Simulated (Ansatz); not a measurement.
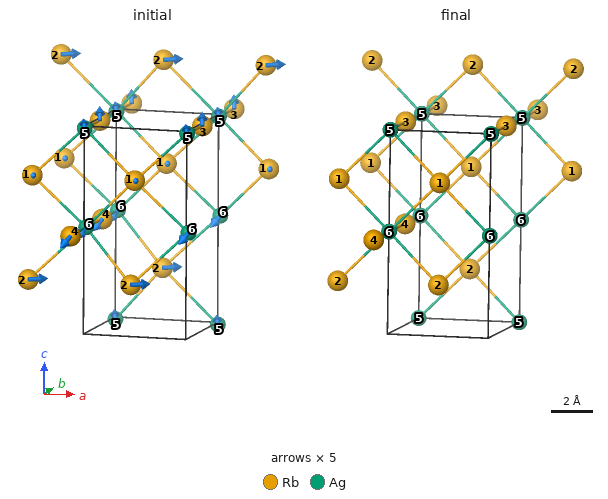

The structure of crystalline Rb2Ag (a generated structure, set up in P1) (coarse preliminary run) before (left) and after (right) a relaxation, at one scale. The blue arrows give the displacements (the part carried along by the change of the cell is left out), magnified 5 times.

The picture is a ball-and-stick view of the cell of the calculation, seen slightly off an axis.

Computed with DFT PBE, scalar-relativistic, plane waves, PAW in Ansatz 0.2.0.

Input file:
```yaml
crystal:
  lattice:
    - [-5.1792224247, 0.0720646549, -0.015309683]
    - [-0.0219011828, -0.0885114757, -7.3513276832]
    - [0.1441293099, -10.3357488451, -0.1237451557]
  atoms:
    - { symbol: Rb, position: [0.4916664925, 0.0058548795, 0.7496965251] }
    - { symbol: Rb, position: [0.4642787563, -0.0148763547, 0.2495318476] }
    - { symbol: Rb, position: [1.0010965467, 0.4867638005, 0.9864997181] }
    - { symbol: Rb, position: [1.0199495051, 0.5165087891, 0.5110214507] }
    - { symbol: Ag, position: [1.0064594993, -0.0111166389, 0.9909534104] }
    - { symbol: Ag, position: [1.0165492002, 0.0168655245, 0.512297048] }
basis:
  ecutwfc: 420
kpoints:
  mp_grid: { grid: [4, 4, 2] }
hamiltonian:
  xc: pbe
scf:
  occupations: { method: gaussian, width: 0.2 }
  lower_state_search: "off"
output:
  forces: true
  stress: true
  eigenvalues: true
relax:
  adjacent_minimum: "off"
  f_tol: 0.025
  max_steps: 60
  cell: { stress_tol: 0.25 }
```

Launched with:
```bash
ansatz run input.yaml --threads 1 --pin off --max-ram 2048MiB --backend cpu --events-out ev --progress --plain --runs-dir out
```

Q: What changed between the two?

A: Over 3 accepted moves (4 points after the start) the energy falls by 9.9 meV per atom. The largest force component goes from 0.16 to 0.011 eV/Å. The pressure goes from −0.11 to 0.03 GPa. The SCF was repeated once at an unchanged geometry on a basis and grid sized afresh for the cell, which shifted the energy by 0.1 meV per atom at most. The atom that moves furthest relative to the cell is Rb2 (0.21 Å along [3 1 0]). By element the largest moves are Rb 0.21 Å, Ag 0.17 Å. Cell: a 5.180 → 5.093 Å (−1.7 %), b 7.352 → 7.289 Å (−0.9 %), c 10.337 → 10.165 Å (−1.7 %), α 88.6° → 89.4°, β 91.6° → 90.3°, γ 89.7° → 89.8°. Volume −4.1 %. Near-neighbour distances that change, for instance: Rb2–Ag5 3.930 → 3.611 Å, Rb2–Ag6 3.902 → 3.599 Å, Rb1–Ag6 3.426 → 3.572 Å, Rb1–Ag6 (another image) 3.713 → 3.606 Å. Among the angles between lasting bonds that change: Rb1–Ag6–Rb2 171.2° → 179.1°, Ag5–Rb2–Ag6 97.9° → 90.1°, Ag5–Rb2–Ag6 172.9° → 179.7°. The space group stays P1 (No. 1). The run took 2.1 min on 1 thread of Intel(R) Xeon(R) Platinum 8259CL CPU @ 2.50GHz (Skylake/Cascade Lake), with other jobs on the host, peak memory 0.69 GiB.
